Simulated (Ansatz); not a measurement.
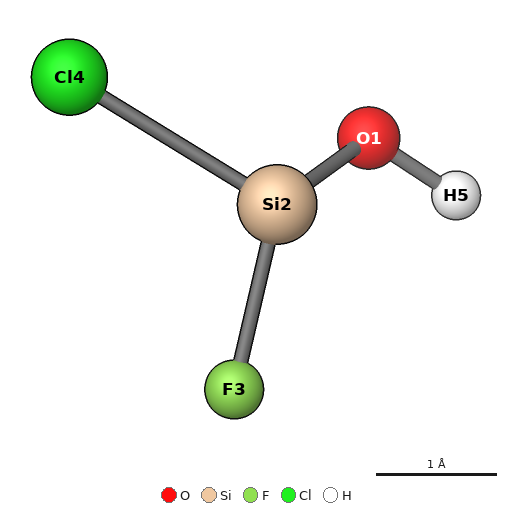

Simulated data, not a measurement (program: Ansatz).

Numbered structure. Charge 0, doublet. Geometry: moved along internal coordinates away from the minimum.

Give the bond lengths.

```tsv
bond	length (Å)	order
O1–Si2	1.630	single
O1–H5	0.927	single
Si2–F3	1.596	single
Si2–Cl4	2.040	single
```
